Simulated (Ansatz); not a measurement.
# WS2 (Tungstenite): the gap up the ladder of methods, part 2 of 2

What gap does each level of theory give for WS2 (Tungstenite), and in what time?

Ansatz 0.2.0; density functionals, hybrids and G0W0, plane waves, PAW. Known limits of the many-body steps: finite bands, screening cutoff and k mesh; no spin-orbit coupling in G0W0.

So far. Step 5 (r2SCAN on the 12×12×2 mesh): Over mesh and listed points the gap is 1.085 eV, from k = Γ to k = (0.167, 0.167, 0.000). The least direct gap found is 1.968 eV, at k = (0.333, 0.333, 0.000). r2SCAN against PBE: 1.085 − 0.976 = +0.109 eV. The runs also differ in plane-wave cutoff (420 eV and 500 eV), so how much of this comes from the functional alone is not known. Step 6 (HSE06 on the 6×6×2 mesh): Over mesh and listed points the gap is 1.501 eV, from k = Γ to k = (0.167, 0.167, 0.000).

In doubt: masses and optical values from hybrid runs of this build are listed as unsure (step 10), which bears on the screening that GW takes from such a start.

## (7) PBE0 on the 6×6×2 mesh

PBE0 mixes in a quarter of exact exchange at all distances.

This step: DFT, PBE0, plane waves, PAW.

Input file input.yaml:

```yaml
crystal:
  lattice:
    - [3.1532, 0.0, 0.0]
    - [-1.5766, 2.7307513032, 0.0]
    - [0.0, 0.0, 12.323]
  atoms:
    - { symbol: W, position: [0.3333333333, 0.6666666667, 0.25] }
    - { symbol: W, position: [0.6666666667, 0.3333333333, 0.75] }
    - { symbol: S, position: [0.3333333333, 0.6666666667, 0.6225] }
    - { symbol: S, position: [0.6666666667, 0.3333333333, 0.1225] }
    - { symbol: S, position: [0.3333333333, 0.6666666667, 0.8775] }
    - { symbol: S, position: [0.6666666667, 0.3333333333, 0.3775] }
kpoints:
  mp_grid: { grid: [6, 6, 2] }
  band_path:
    path:
      - [0.0, 0.0, 0.0]
      - [0.5, 0.0, 0.0]
      - [0.33333333, 0.33333333, 0.0]
      - [0.0, 0.0, 0.5]
      - [0.5, 0.0, 0.5]
      - [0.33333333, 0.33333333, 0.5]
      - [0.1666666667, 0.1666666667, 0.0]
    npoints: 1
hamiltonian:
  xc: pbe0
scf:
  occupations: { method: fixed }
  n_extra_bands: 6
output:
  eigenvalues: true
  write_density: true
  write_potential: true
  elf: true
  volumetric_format: npy
```

Run with:

```bash
$ ansatz run input.yaml --threads 2 --pin off --max-ram 92160MiB --backend cuda --events-out ev --progress --plain --runs-dir out --devices 1 --max-vram 13GiB  # rebuilt from the run's record
```

Numbers of over 12 decimals in the logs are rounded to 6 here.

The program printed:

```text
[...]
GPUs: using 1 of 1 available (devices: 1).
[...]
GPU FFT provider: cuFFT
GPU libraries: cuBLAS 13.8.2, cuFFT 12.4.0, cuSOLVER 12.3.4
Crystal: 6 atoms, lattice volume = 106.108 Å³
Basis set: ecut = 420 eV, 2057 PW (Γ)
Bands: 32, of which v1, the nominal top of the filled ones, is band 26 counted from 1 (25 counted from 0)
Symmetry: 24 space group operations
[...]
k-points: 14 of 72
[...]
Fermi energy:    11.124264 eV
[...]
--- Band table (eV; the first three rows and the last of 14) ---
  k-point 0: bands = [... 22 lower, 8.6466, 9.2617, 9.7395, 11.1243, 14.8134, 14.8134, 14.8172, 14.8172, ... 2 higher]
  k-point 1: bands = [... 22 lower, 8.6153, 8.6153, 10.7418, 10.7418, 14.7991, 14.7991, 14.7991, 14.7991, ... 2 higher]
  k-point 2: bands = [... 22 lower, 8.4132, 9.3256, 9.6790, 10.1710, 13.9548, 14.4187, 14.6707, 14.6854, ... 2 higher]
  k-point 13: bands = [... 22 lower, 7.4806, 7.4806, 10.4218, 10.4218, 13.5424, 13.5424, 15.1238, 15.1238, ... 2 higher]
[key lines of the parts left out:]
Free energy (F): -24382.669428 eV
```

It took 26 s on 1 × NVIDIA H100 80GB HBM3 (shared by 6 runs) with 2 threads of AMD EPYC 7R13 (Zen 3), shared host; peak memory 1.3 GiB; 30 s of CPU time.

Numbers from this step:

| Property | Result |
| --- | --- |
| gap | 2.157 eV |
| valence top at | Γ |
| conduction bottom at | k = (0.167, 0.167, 0.000) |
| least direct gap | 2.992 eV |
| exact-exchange fraction | 0.25 |

Over mesh and listed points the gap is 2.157 eV, from k = Γ to k = (0.167, 0.167, 0.000). The least direct gap found is 2.992 eV, at k = (0.333, 0.333, 0.000). PBE0 against HSE06: 2.157 − 1.501 = +0.656 eV, with the same mesh, files and cutoff, and both edges at the same k points.

## (8) DDH-PBE0 on the 6×6×2 mesh

The input asks for a share of exact exchange of one over the crystal's ε∞, which the program works out first.

This step: DFT, dielectric-dependent PBE0 (fraction 1/eps_inf of PBE), plane waves, PAW.

input.yaml, as its differences from that of step 7:

```diff
@@ -12,2 +12,3 @@
     - { symbol: S, position: [0.6666666667, 0.3333333333, 0.3775] }
+  host: atoms
 kpoints:
@@ -25,3 +26,6 @@
 hamiltonian:
-  xc: pbe0
+  xc:
+    exchange: pbe
+    correlation: pbe
+    exx: { coeff: inverse_dielectric }
 scf:
```

The program printed:

```text
[...]
the fraction of exact exchange is that of a crystal of W2S4
GPUs: using 1 of 1 available (devices: 1).
[...]
a weight of exact exchange comes from the crystal, and the text's number only plans the run
Solving k-mesh 6×6×4 for the fraction of exact exchange
[...]
Fermi energy:    11.549185 eV
[...]
--- Band table (eV; the first three rows and the last of 14) ---
  k-point 0: bands = [... 22 lower, 9.2533, 9.9131, 10.2629, 11.5492, 14.3366, 14.3366, 14.3491, 14.3491, ... 2 higher]
  k-point 1: bands = [... 22 lower, 9.2249, 9.2249, 11.2076, 11.2076, 14.3275, 14.3275, 14.3275, 14.3275, ... 2 higher]
  k-point 2: bands = [... 22 lower, 9.0867, 9.9688, 10.2191, 10.6661, 13.5556, 14.0025, 14.1930, 14.2537, ... 2 higher]
  k-point 13: bands = [... 22 lower, 8.2476, 8.2476, 10.8729, 10.8729, 13.2385, 13.2385, 14.6247, 14.6247, ... 2 higher]
[key lines of the parts left out:]
Free energy (F): -24382.673124 eV
```

It took 50 s on 1 × NVIDIA H100 80GB HBM3 (shared by 6 runs) with 2 threads; peak memory 2.1 GiB; 68 s of CPU time.

This step gave:

* gap: 1.384 eV
* valence top at: Γ
* conduction bottom at: k = (0.167, 0.167, 0.000)
* least direct gap: 2.245 eV
* exact-exchange fraction: 0.08864

Over mesh and listed points the gap is 1.384 eV, from k = Γ to k = (0.167, 0.167, 0.000). The least direct gap found is 2.245 eV, at k = (0.333, 0.333, 0.000). DDH-PBE0 against PBE0: 1.384 − 2.157 = −0.773 eV, with the same mesh, files and cutoff, and both edges at the same k points.

## (9) G0W0@PBE, 6×6×2 mesh, 681 empty bands, screening to 200 eV

G0W0 replaces the xc potential by a self-energy built once from the orbitals of the start. Levels are corrected in the window of bands that the input names, at points of the mesh.

This step: G0W0 on PBE, plane waves, PAW.

Input file input.yaml:

```yaml
crystal:
  lattice:
    - [3.1532, 0.0, 0.0]
    - [-1.5766, 2.7307513032, 0.0]
    - [0.0, 0.0, 12.323]
  atoms:
    - { symbol: W, position: [0.3333333333, 0.6666666667, 0.25] }
    - { symbol: W, position: [0.6666666667, 0.3333333333, 0.75] }
    - { symbol: S, position: [0.3333333333, 0.6666666667, 0.6225] }
    - { symbol: S, position: [0.6666666667, 0.3333333333, 0.1225] }
    - { symbol: S, position: [0.3333333333, 0.6666666667, 0.8775] }
    - { symbol: S, position: [0.6666666667, 0.3333333333, 0.3775] }
kpoints:
  mp_grid: { grid: [6, 6, 2] }
hamiltonian:
  xc: pbe
scf:
  occupations: { method: fixed }
gw:
  n_empty_bands: 681
  ecut_chi: 200.0
  qp_bands: [v2, c2]
  qp_kpoints: band_edges
  screening: { model: contour_deformation }
```

The program printed:

```text
GPUs: using 1 of 1 available (devices: 1).
[...]
GPU FFT provider: cuFFT
GPU libraries: cuBLAS 13.8.2, cuFFT 12.4.0, cuSOLVER 12.3.4
Crystal: 6 atoms, lattice volume = 106.108 Å³
Basis set: ecut = 420 eV, 2057 PW (Γ)
Bands: 32, of which v1, the nominal top of the filled ones, is band 26 counted from 1 (25 counted from 0)
Symmetry: 24 space group operations
[...]
k-points: 14 of 72
[...]
1    28     14.0758   -13.7199    -4.4439   -18.3391  0.7564    14.2516    14.2512  root
[...]
13    25     11.1204   -18.8566     0.4001   -18.0821  0.7583    10.7444    10.7460  root
    13    26     11.1204   -18.8566     0.4001   -18.0821  0.7583    10.7444    10.7460  root
    13    27     13.0734   -15.7503    -4.0670   -19.9259  0.7555    13.1822    13.1820  root
    13    28     13.0734   -15.7503    -4.0670   -19.9259  0.7555    13.1822    13.1820  root
[key lines of the parts left out:]
SCF converged after 6 iterations
Free energy (F): -24382.740073 eV
Fermi energy:    11.772355 eV
```

The job ended after 30 s (1 × NVIDIA H100 80GB HBM3 (shared by 6 runs) with 2 threads; peak memory 2.6 GiB; 50 s of CPU time).

This step gave:

| Item | Value |
| --- | --- |
| bands summed | 707 |
| RPA ε∞ on this mesh (eigenvalues) | 5.917, 13.89, 13.89 |
| plane waves in the screening matrix | 689 |
| G0W0 gap over the corrected points | 1.387 eV |
| k of the valence top | 0, 0, 0 |
| k of the conduction bottom | 0.1667, 0.1667, 0 |
| starting gap on the mesh | 0.9775 eV |
| Z at the valence top | 0.7549 |
| Z at the conduction bottom | 0.7666 |
| least direct G0W0 gap over the corrected points | 2.311 eV |

Over 10 of 14 irreducible mesh points the G0W0 gap is 1.387 eV, from k = Γ to k = (0.167, 0.167, 0.000). The PBE gap of this run on the mesh is 0.977 eV. The two states that bound the G0W0 gap lie that far apart at the start, so the correction of the gap is 1.387 − 0.977 = +0.410 eV.

## (10) G0W0@HSE06, 6×6×2 mesh, 316 empty bands, screening to 120 eV

This step: G0W0 on HSE06, plane waves, PAW.

input.yaml, as its differences from that of step 9:

```diff
@@ -15,3 +15,3 @@
 hamiltonian:
-  xc: pbe
+  xc: hse06
 scf:
@@ -19,4 +19,4 @@
 gw:
-  n_empty_bands: 681
-  ecut_chi: 200.0
+  n_empty_bands: 316
+  ecut_chi: 120
   qp_bands: [v2, c2]
```

The program printed:

```text
GPUs: using 1 of 1 available (devices: 1).
[...]
GPU FFT provider: cuFFT
GPU libraries: cuBLAS 13.8.2, cuFFT 12.4.0, cuSOLVER 12.3.4
Crystal: 6 atoms, lattice volume = 106.108 Å³
Basis set: ecut = 420 eV, 2057 PW (Γ)
Bands: 32, of which v1, the nominal top of the filled ones, is band 26 counted from 1 (25 counted from 0)
Symmetry: 24 space group operations
[...]
k-points: 14 of 72
[...]
1    27     14.4405   -13.5780    -4.1431   -17.8610  0.7814    14.5806    14.5802  root
     1    28     14.4405   -13.5780    -4.1431   -17.8610  0.7814    14.5806    14.5802  root
[...]
13    25     10.7592   -18.7454     0.5311   -18.2321  0.7847    10.7770    10.7770  root
    13    26     10.7592   -18.7454     0.5311   -18.2321  0.7847    10.7770    10.7770  root
    13    27     13.2163   -15.6030    -3.7430   -19.5286  0.7826    13.3992    13.3989  root
    13    28     13.2163   -15.6030    -3.7430   -19.5286  0.7826    13.3992    13.3989  root
[key lines of the parts left out:]
Free energy (F): -24386.849043 eV
Fermi energy:    11.446487 eV
```

It took 38 s on 1 × NVIDIA H100 80GB HBM3 (shared by 6 runs) with 2 threads; peak memory 1.8 GiB; 51 s of CPU time.

This step gave:

```
bands summed                                    : 342
RPA ε∞ on this mesh (eigenvalues)               : 4.980, 11.17, 11.17
plane waves in the screening matrix             : 317
G0W0 gap over the corrected points              : 1.551 eV
k of the valence top                            : 0, 0, 0
k of the conduction bottom                      : 0.1667, 0.1667, 0
starting gap on the mesh                        : 1.501 eV
Z at the valence top                            : 0.7824
Z at the conduction bottom                      : 0.7917
least direct G0W0 gap over the corrected points : 2.490 eV
```

Over 10 of 14 irreducible mesh points the G0W0 gap is 1.551 eV, from k = Γ to k = (0.167, 0.167, 0.000). The HSE06 gap of this run on the mesh is 1.501 eV. The two states that bound the G0W0 gap lie that far apart at the start, so the correction of the gap is 1.551 − 1.501 = +0.050 eV. G0W0@HSE06 against G0W0@PBE with 342 bands (a further run, in the table below): 1.551 − 1.349 = +0.202 eV, with the same mesh, files and cutoffs, and both edges at the same k points.

## (11) G0W0@r2SCAN, 6×6×2 mesh, 316 empty bands, screening to 120 eV

This step: G0W0 on r2SCAN, plane waves, PAW.

input.yaml, as its differences from that of step 10:

```diff
@@ -15,3 +15,3 @@
 hamiltonian:
-  xc: hse06
+  xc: r2scan
 scf:
```

The program printed:

```text
GPUs: using 1 of 1 available (devices: 1).
[...]
GPU FFT provider: cuFFT
GPU libraries: cuBLAS 13.8.2, cuFFT 12.4.0, cuSOLVER 12.3.4
Crystal: 6 atoms, lattice volume = 106.108 Å³
Basis set: ecut = 500 eV, 2685 PW (Γ), exchange–correlation on 96×96×360 points (64 copies of the dense FFT grid, shifted against one another)
Bands: 32, of which v1, the nominal top of the filled ones, is band 26 counted from 1 (25 counted from 0)
[...]
1    28     14.1026   -13.8003    -4.2188   -18.4317  0.7648    14.5179    14.5151  root
[...]
13    25     10.9497   -18.9731     0.5743   -18.3436  0.7674    10.8945    10.8945  root
    13    26     10.9497   -18.9731     0.5743   -18.3436  0.7674    10.8945    10.8945  root
    13    27     13.0315   -15.9690    -3.8305   -20.1881  0.7647    13.4220    13.4200  root
    13    28     13.0315   -15.9690    -3.8305   -20.1881  0.7647    13.4220    13.4200  root
[key lines of the parts left out:]
SCF converged after 7 iterations
Free energy (F): -24423.240844 eV
Fermi energy:    11.649686 eV
```

Run time: 24 s. Hardware: 1 × NVIDIA H100 80GB HBM3 (shared by 6 runs) with 2 threads; peak memory 1.7 GiB; 32 s of CPU time.

Numbers from this step:

```yaml
bands_summed: 342
rpa_eps_infinity_on_this_mesh_eigenvalues: 5.512, 12.92, 12.92
plane_waves_in_the_screening_matrix: 317
g0w0_gap_over_the_corrected_points: 1.419 eV
k_of_the_valence_top: 0, 0, 0
k_of_the_conduction_bottom: 0.1667, 0.1667, 0
starting_gap_on_the_mesh: 1.086 eV
z_at_the_valence_top: 0.7646
z_at_the_conduction_bottom: 0.7751
least_direct_g0w0_gap_over_the_corrected_points: 2.395 eV
```

Over 10 of 14 irreducible mesh points the G0W0 gap is 1.419 eV, from k = Γ to k = (0.167, 0.167, 0.000). The r2SCAN gap of this run on the mesh is 1.086 eV. The two states that bound the G0W0 gap lie that far apart at the start, so the correction of the gap is 1.419 − 1.086 = +0.333 eV. G0W0@r2SCAN against G0W0@HSE06 with 342 bands: 1.419 − 1.551 = −0.132 eV. The runs also differ in plane-wave cutoff (420 eV and 500 eV), so how much of this comes from the start alone is not known.

## (12) All levels together

Each gap is the least one over the points named; times are wall times on shared hosts, not benchmarks. A G0W0 time includes the run's own self-consistent start. Runs with listed points see these and the mesh alone, so an edge that moves elsewhere is missed. Rows marked * are further runs, not shown as steps, whose inputs differ from the G0W0 step on the same start in the columns given; solver thresholds can differ too.

```csv
level,mesh,"files, cutoff","bands summed, screening",points,gap (eV),valence top,conduction bottom,least direct gap (eV),time
LDA,12×12×2,"soft_2 PAW, 420 eV",-,mesh and listed points,0.901,Γ,"(0.167, 0.167, 0.000)",1.815,5.2 s
PBE,12×12×2,"soft_2 PAW, 420 eV",-,mesh and path,0.976,Γ,"(0.167, 0.167, 0.000)",1.839,6.5 s
PBE+SOC,12×12×2,"soft_2 PAW, 420 eV",-,mesh and listed points,0.931,Γ,"(0.167, 0.167, 0.000)",1.648,12 s
r2SCAN,12×12×2,"soft_2 PAW, 500 eV",-,mesh and listed points,1.085,Γ,"(0.167, 0.167, 0.000)",1.968,8.7 s
HSE06,6×6×2,"soft_2 PAW, 420 eV",-,mesh and listed points,1.501,Γ,"(0.167, 0.167, 0.000)",2.335,18 s
PBE0,6×6×2,"soft_2 PAW, 420 eV",-,mesh and listed points,2.157,Γ,"(0.167, 0.167, 0.000)",2.992,26 s
DDH-PBE0,6×6×2,"soft_2 PAW, 420 eV",-,mesh and listed points,1.384,Γ,"(0.167, 0.167, 0.000)",2.245,50 s
G0W0@PBE*,6×6×2,"soft_2 PAW, 420 eV","137, 60 eV",10 of 14 irreducible mesh points,1.272,Γ,"(0.167, 0.167, 0.000)",2.338,9.2 s
G0W0@PBE*,6×6×2,"soft_2 PAW, 420 eV","342, 120 eV",10 of 14 irreducible mesh points,1.349,Γ,"(0.167, 0.167, 0.000)",2.318,15 s
G0W0@PBE,6×6×2,"soft_2 PAW, 420 eV","707, 200 eV",10 of 14 irreducible mesh points,1.387,Γ,"(0.167, 0.167, 0.000)",2.311,30 s
G0W0@HSE06,6×6×2,"soft_2 PAW, 420 eV","342, 120 eV",10 of 14 irreducible mesh points,1.551,Γ,"(0.167, 0.167, 0.000)",2.490,38 s
G0W0@r2SCAN,6×6×2,"soft_2 PAW, 500 eV","342, 120 eV",10 of 14 irreducible mesh points,1.419,Γ,"(0.167, 0.167, 0.000)",2.395,24 s
```

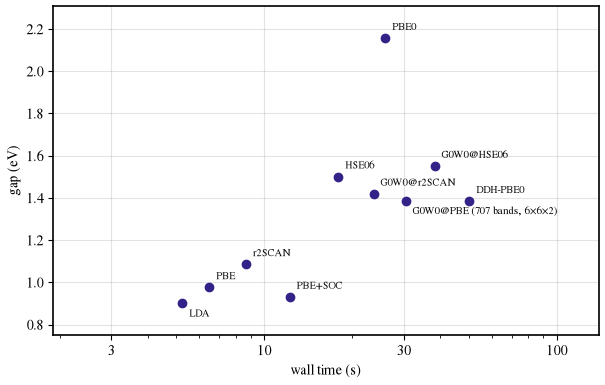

Gap against wall time for the runs shown as steps.

## (13) Outcome

```
LDA, over mesh and listed points                                   : 0.901 eV
PBE, over mesh and path                                            : 0.976 eV
PBE+SOC, over mesh and listed points                               : 0.931 eV
r2SCAN, over mesh and listed points                                : 1.085 eV
HSE06, over mesh and listed points                                 : 1.501 eV
PBE0, over mesh and listed points                                  : 2.157 eV
DDH-PBE0, over mesh and listed points                              : 1.384 eV
G0W0@PBE (707 bands, 6×6×2), over 10 of 14 irreducible mesh points : 1.387 eV
G0W0@HSE06, over 10 of 14 irreducible mesh points                  : 1.551 eV
G0W0@r2SCAN, over 10 of 14 irreducible mesh points                 : 1.419 eV
known limits                                                       : finite bands, screening cutoff and k mesh; no spin-orbit coupling in G0W0
```

The rows run from 0.901 eV (LDA) to 2.157 eV (PBE0). They differ in mesh, plane-wave cutoff, bands and screening cutoff of G0W0 and the points over which the gap was sought as well as in level, so only pairs that share these are like for like. PBE against LDA: 0.976 − 0.901 = +0.075 eV, with the same mesh, files and cutoff, and both edges at the same k points. PBE+SOC against PBE: 0.931 − 0.976 = −0.045 eV, with the same mesh, set of files (read in its fully relativistic form for the spin-orbit run) and cutoff, and both edges at the same k points. The spin-orbit run sees mesh and listed points alone, so its gap is an upper bound: the coupling can move an edge off these points, and the change over the zone, its sign included where it is small, is not known. PBE0 against HSE06: 2.157 − 1.501 = +0.656 eV, with the same mesh, files and cutoff, and both edges at the same k points. DDH-PBE0 against PBE0: 1.384 − 2.157 = −0.773 eV, with the same mesh, files and cutoff, and both edges at the same k points. G0W0@HSE06 against G0W0@PBE with 342 bands: 1.551 − 1.349 = +0.202 eV, with the same mesh, files and cutoffs, and both edges at the same k points. The dielectric-dependent hybrid took 0.089 of exact exchange, against 0.25 in PBE0. G0W0@PBE (707 bands, 6×6×2) moves the gap of its own start on the mesh by 1.387 − 0.977 = +0.410 eV, between the same two levels. Both edges that PBE shows over mesh and path lie at k points where levels were corrected. Levels at other points were not corrected, so a lower G0W0 gap elsewhere in the zone is not ruled out. G0W0@HSE06 moves the gap of its own start on the mesh by 1.551 − 1.501 = +0.050 eV, between the same two levels. Both edges that HSE06 shows over mesh and listed points lie at k points where levels were corrected. Levels at other points were not corrected, so a lower G0W0 gap elsewhere in the zone is not ruled out. G0W0@r2SCAN moves the gap of its own start on the mesh by 1.419 − 1.086 = +0.333 eV, between the same two levels. Both edges that r2SCAN shows over mesh and listed points lie at k points where levels were corrected. Levels at other points were not corrected, so a lower G0W0 gap elsewhere in the zone is not ruled out. What spin-orbit coupling does to the G0W0 levels was not computed, so no sum with the G0W0 gap is formed. For G0W0@PBE: from 137 bands and 60 eV to 707 bands and 200 eV the gap moves by 1.387 − 1.272 = +0.115 eV (rung by rung 1.272, 1.349, 1.387 eV); bands and screening cutoff rise together, so their parts are not told apart. A line in one over the bands through the two highest rungs gives 1.387 + (1.387 − 1.349) × 342 / (707 − 342) = 1.423 eV, and through the pair below 1.349 + (1.349 − 1.272) × 137 / (342 − 137) = 1.400 eV. The two agree within 0.03 eV and the same two states bound the gap in each rung, so 1.423 eV is taken as an estimate of the limit on this mesh. The other G0W0 rows are shown at one basis each (342 bands), so their distance from the limit is not known here. The G0W0 runs are scalar-relativistic. No pair of G0W0 runs that differ in the mesh alone is shown (6×6×2 is a supercell whose nearest images lie 19 Å apart), so the error from the mesh is not known here. G0W0@PBE runs of this series with other atomic data on the same mesh, not shown as steps, give 1.348 eV (hard PAW, 760 eV, 356 bands, screening to 120 eV; the table's row with the same empty bands and screening cutoff has 1.349 eV); where bands and cutoffs differ too, the part of the files is not isolated.

[Paths, hosts, dates, memory and timing lines, banners, echoed tables and standing remarks are left out of the program output.]

[Logs are printed without paths, hosts, clocks, repeated set-up lines and the standing remarks that a program may print on its own settings, such as how far it seeks lower states.]

[Runs of the session that timed out or met a known fault of the program may be left out.]

[Cells called generated may have been cut or substituted from an entry of the Crystallography Open Database or the Materials Project.]

[Hosts, paths, dates, database ids (printed as entryN), source tags and the programs' standing remarks are cut or masked in the printed files.]

[Where an RPA ε∞ is given, it is that of the G0W0 mesh and is not shown converged in it. Names of k-points follow the symmetry that the program found, which can be lower than the space group named. Band edges on a path are those of the sampled points; other points can move an edge, and change direct to indirect where valleys lie close.]

[Hybrid gaps are those of their k-mesh and are not shown converged in it.]
